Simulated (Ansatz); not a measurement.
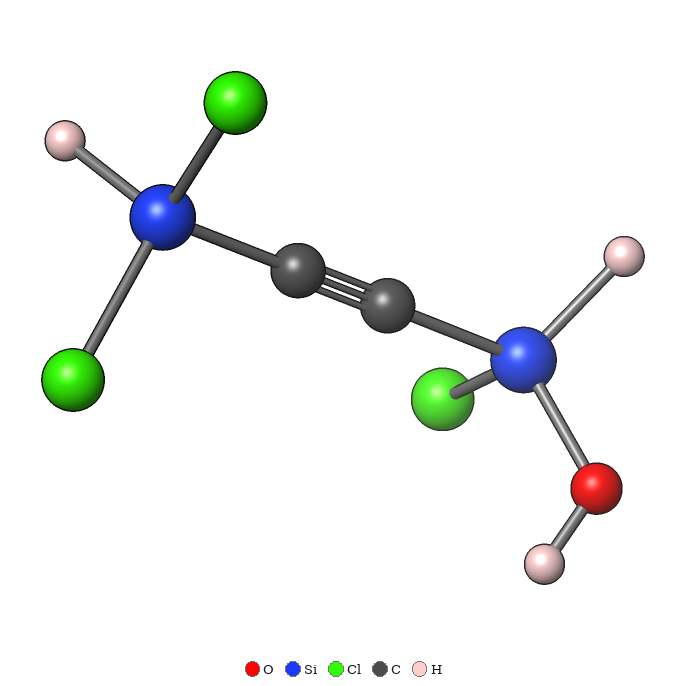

The geometry was computed by an optimisation with PBE0-D4/def2-TZVP.

Draw it as a skeletal formula.

SMILES: O[Si@@H](Cl)C#C[SiH](Cl)Cl

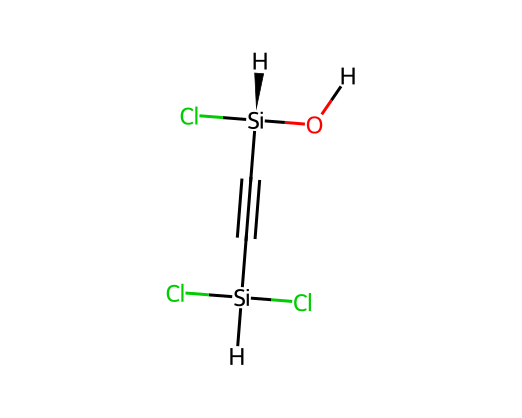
